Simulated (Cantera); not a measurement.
Feed: 1 mol SiC, 0.0098 mol O2, 3.4 mol N2, at 10.0 mbar.

Method: chemical equilibrium by Gibbs-energy minimisation in Cantera with the NASA 1993 tables (ideal gas, pure condensed phases). Candidate condensed phases: C, Si, SiC, SiO2, Si2N2O, Si3N4; 34 gas species. N2 is the only nitrogen source here; it is nearly inert below about 1500 K, so the nitride shown seldom forms there in practice. Mutual solubility and eutectic melting of coexisting phases are not modelled. Equilibrium is a limit: real reactors are often held back by kinetics, nucleation or transport.

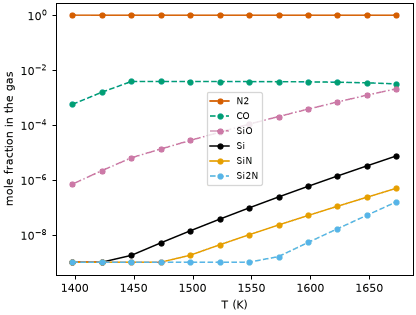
Figure. Equilibrium gas composition (values under 1e-9 drawn at 1e-9)

From 1398 K to 1423 K the condensed part is C(graphite) + SiC(s) + Si2N2O(s). From 1448 K to 1673 K the condensed part is SiC(s) + Si2N2O(s). The main Si-bearing gas is SiO throughout.
